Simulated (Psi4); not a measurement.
# M06-2X/def2-TZVPP run of H2S2 (SMILES SS)

Aim: the energy change on altering one bond length of H2S2 at M06-2X/def2-TZVPP, from 2 runs. The job is set up through a Python script.

The results are computed with Psi4 1.11.

2 further runs of the same task are left out: 2 set aside as unsound or not needed.

## 1. The structure to begin with

H2S2 has 4 atoms, charge 0, and is taken as a singlet. As SMILES, `SS`. The coordinates come from a PBE0-D4/def2-TZVP relaxation.

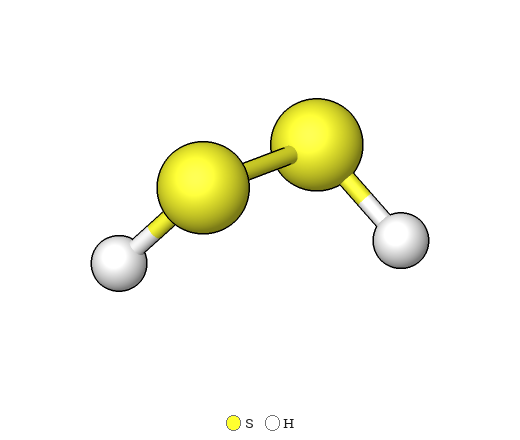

The structure, seen from a chosen angle (sulfur yellow, hydrogen white).

## 2. Energy and gradient at M06-2X/def2-TZVPP

Input file calc.py:

```python
import psi4

psi4.set_memory(2200000000)
psi4.set_num_threads(1)
psi4.core.set_output_file('run.log', False)

molecule = psi4.geometry("""
0 1
S      1.48245235    -1.49139075     0.31499845
S      0.11379931     2.11944123     0.12729195
H     -0.42598206    -2.55602466     1.61926852
H     -1.17028849     1.92799308    -2.06159672
units au
symmetry c1
""")

psi4.set_options({
    'basis': 'def2-TZVPP',
    'puream': True,
    'e_convergence': 1e-09,
    'd_convergence': 1e-08,
    'scf_type': 'pk',
    'dft_radial_points': 99,
    'dft_spherical_points': 590,
})

e, wfn = psi4.gradient('M06-2X', return_wfn=True)
psi4.oeprop(wfn, 'MAYER_INDICES', 'LOWDIN_CHARGES', 'MULLIKEN_CHARGES')
print('gradient / Eh bohr^-1')
print(e.np.round(6))
print(f'energy = {wfn.energy():.10f} Eh')
```

Launch:

```sh
$ python calc.py
```

run.log:

```text
[...]
  Running in c1 symmetry.
[...]
  Nuclear repulsion =   85.443143548822533
[...]
  Multiplicity = 1
[...]
  Nalpha       = 17
  Nbeta        = 17
[...]
    Number of basis functions: 112
[...]
   @RKS iter   1:  -797.53122903244844   -1.59232e-01   3.65181e-03 ADIIS/DIIS
[...]
   @RKS iter  10:  -797.57082804482491   -3.95630e-11   8.65575e-09 DIIS
[...]
    Orbital Energies [Eh]
    ---------------------
    Doubly Occupied:
       1A    -89.929825     2A    -89.929824     3A     -8.287341
       4A     -8.287216     5A     -6.207167     6A     -6.206931
       7A     -6.204768     8A     -6.204714     9A     -6.201437
      10A     -6.201436    11A     -0.898059    12A     -0.749707
      13A     -0.515576    14A     -0.471213    15A     -0.415187
      16A     -0.321008    17A     -0.319446
[...]
  @RKS Final Energy:  -797.57082804482491
   => Energetics <=
    Nuclear Repulsion Energy =             85.4431435488225333
    One-Electron Energy =               -1271.3671262188281617
    Two-Electron Energy =                 413.0409666758795879
    DFT Exchange-Correlation Energy =     -24.6878120506988061
    Empirical Dispersion Energy =           0.0000000000000000
    VV10 Nonlocal Energy =                  0.0000000000000000
    Total Energy =                       -797.5708280448247933
[...]
 Multipole Moments:
 ------------------------------------------------------------------------------------
     Multipole            Electronic (a.u.)      Nuclear  (a.u.)        Total (a.u.)
 ------------------------------------------------------------------------------------
 L = 1.  Multiply by 2.5417464519 to convert [e a0] to [Debye]
 Dipole X            :          1.1009472           -1.5340099           -0.4330627
 Dipole Y            :          0.4331616           -0.6035486           -0.1703870
 Dipole Z            :          0.3050641           -0.4250601           -0.1199959
 Magnitude           :                                                    0.4805976
[...]
  -Total Gradient:
     Atom            X                  Y                   Z
    ------   -----------------  -----------------  -----------------
       1        0.001546409747     0.003292120948    -0.001437292438
       2        0.002423504944    -0.001730563329     0.002540454134
       3       -0.002264356881    -0.001693442595     0.001699394517
       4       -0.001732024175     0.000121447651    -0.002809807517
[...]
  Mulliken Charges: (a.u.)
   Center  Symbol    Alpha    Beta     Spin     Total
       1     S     8.06048  8.06048  0.00000 -0.12096
       2     S     8.06048  8.06048  0.00000 -0.12096
       3     H     0.43952  0.43952  0.00000  0.12096
       4     H     0.43952  0.43952  0.00000  0.12096
   Total alpha = 17.00000, Total beta = 17.00000, Total charge = -0.00000
  Lowdin Charges: (a.u.)
   Center  Symbol    Alpha    Beta     Spin     Total
       1     S     7.91186  7.91186  0.00000  0.17628
       2     S     7.91186  7.91186  0.00000  0.17628
[...]
```

Standard output:

```text
gradient / Eh bohr^-1
[[ 0.001546  0.003292 -0.001437]
 [ 0.002424 -0.001731  0.00254 ]
 [-0.002264 -0.001693  0.001699]
 [-0.001732  0.000121 -0.00281 ]]
energy = -797.5708280448 Eh
```

It took 40 s on 1 thread of Intel Xeon Platinum 8259CL at 2.50GHz (Skylake/Cascade Lake), shared host; peak memory 0.87 GiB.

## 3. The distorted shape: a single-point energy at M06-2X/def2-TZVPP

Input file h2s2.py:

```python
import psi4

psi4.set_memory(2200000000)
psi4.set_num_threads(1)
psi4.core.set_output_file('output.dat', False)

m = psi4.geometry("""
0 1
S
S 1 2.04584
H 1 1.346721 2 98.63407
H 2 2.4241 1 98.63404 3 -90.4934
units angstrom
symmetry c1
no_reorient
no_com
""")

psi4.set_options({
    'basis': 'def2-TZVPP',
    'puream': True,
    'e_convergence': 1e-09,
    'd_convergence': 1e-08,
    'scf_type': 'pk',
    'dft_radial_points': 99,
    'dft_spherical_points': 590,
})

E, wfn = psi4.energy("m06-2x", molecule=m, return_wfn=True)
psi4.oeprop(wfn, "MAYER_INDICES", "MULLIKEN_CHARGES", "DIPOLE", title="M06-2X")
print(f'total energy {E:.8f} hartree = {E * 27.211386:.5f} eV')
```

Launch:

```sh
$ python h2s2.py
```

output.dat:

```text
[...]
  Running in c1 symmetry.
[...]
  Nuclear repulsion =   81.868099999987749
[...]
  Multiplicity = 1
[...]
  Nalpha       = 17
  Nbeta        = 17
[...]
    Number of basis functions: 112
[...]
   @RKS iter   1:  -797.33189039763420   -2.55424e-01   4.18444e-03 ADIIS/DIIS
[...]
   @RKS iter  13:  -797.44317782179064   -3.18323e-12   2.92562e-09 DIIS
[...]
    Orbital Energies [Eh]
    ---------------------
    Doubly Occupied:
       1A    -89.959489     2A    -89.952295     3A     -8.311450
       4A     -8.308598     5A     -6.230402     6A     -6.229401
       7A     -6.227873     8A     -6.225743     9A     -6.224270
      10A     -6.223489    11A     -0.896243    12A     -0.726846
      13A     -0.503409    14A     -0.428149    15A     -0.403322
      16A     -0.322114    17A     -0.298725
[...]
  @RKS Final Energy:  -797.44317782179064
   => Energetics <=
    Nuclear Repulsion Energy =             81.8680999999877486
    One-Electron Energy =               -1263.7795106657938504
    Two-Electron Energy =                 409.0804577304955956
    DFT Exchange-Correlation Energy =     -24.6122248864799040
    Empirical Dispersion Energy =           0.0000000000000000
    VV10 Nonlocal Energy =                  0.0000000000000000
    Total Energy =                       -797.4431778217905276
[...]
 Multipole Moments:
 ------------------------------------------------------------------------------------
     Multipole            Electronic (a.u.)      Nuclear  (a.u.)        Total (a.u.)
 ------------------------------------------------------------------------------------
 L = 1.  Multiply by 2.5417464519 to convert [e a0] to [Debye]
 Dipole X            :         -2.1800074            2.1760944           -0.0039130
 Dipole Y            :         -0.8322388            1.1902451            0.3580064
 Dipole Z            :         -0.5249474            0.1468609           -0.3780864
 Magnitude           :                                                    0.5207045
[...]
  Mulliken Charges: (a.u.)
   Center  Symbol    Alpha    Beta     Spin     Total
       1     S     8.01599  8.01599  0.00000 -0.03197
       2     S     8.04908  8.04908  0.00000 -0.09816
       3     H     0.43550  0.43550  0.00000  0.12900
       4     H     0.49943  0.49943  0.00000  0.00114
   Total alpha = 17.00000, Total beta = 17.00000, Total charge =  0.00000
  Mayer Bond Indices:
[...]
```

Standard output:

```text
total energy -797.44317782 hartree = -21699.53412 eV
```

It took 34 s on 1 thread of Intel Xeon Platinum 8259CL at 2.50GHz (Skylake/Cascade Lake), shared host; peak memory 0.85 GiB.

## 4. Outcome

At M06-2X/def2-TZVPP:

```
                                                         quantity          value
                                        first shape: total energy  -797.57083 Eh
                                       first shape: dipole moment         1.22 D
                                         first shape: HOMO energy       -8.69 eV
                                         first shape: LUMO energy        0.08 eV
                                       first shape: HOMO–LUMO gap        8.77 eV
                            first shape: largest force on an atom     0.201 eV/Å
                                    distorted shape: total energy  -797.44318 Eh
                                   distorted shape: dipole moment         1.32 D
                                     distorted shape: HOMO energy       -8.13 eV
                                     distorted shape: LUMO energy       -3.22 eV
                                   distorted shape: HOMO–LUMO gap        4.91 eV
energy change with the S2–H4 bond stretched from 1.347 to 2.424 Å       3.474 eV
```

With the S2–H4 bond stretched from 1.347 to 2.424 Å the energy rises by 3.47 eV (335 kJ/mol). The first shape isn't relaxed at this level, so the change isn't measured from a minimum. A restricted reference can't describe the breaking bond well at this length.
